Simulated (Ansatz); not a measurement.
# Si (diamond structure), cut as [112] wire, round, centred on atom, 0.68 nm across, F-ended

Computed with PBE (plane waves to 420 eV, PAW; Ansatz, a quantum-chemistry and plane-wave program).

k-points: Γ-centred 1×1×4 mesh; occupations: Fermi-Dirac, 0.020 eV; spin polarisation not allowed. Scalar-relativistic, no spin-orbit coupling.

 The relaxation kept the symmetry of its start, so a lower minimum of less symmetry isn't excluded. The period along the axis is held at the bulk value.

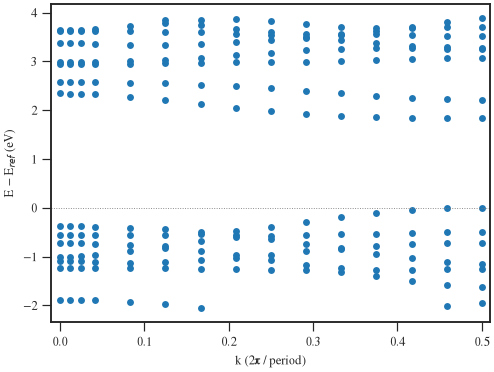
Fig. 1. Levels along the axis at 15 k-points, drawn as points, zero at the top of the valence band

Electronic character: not metallic; Kohn-Sham band gap: 1.83 eV. Only levels within the plotted window are shown.
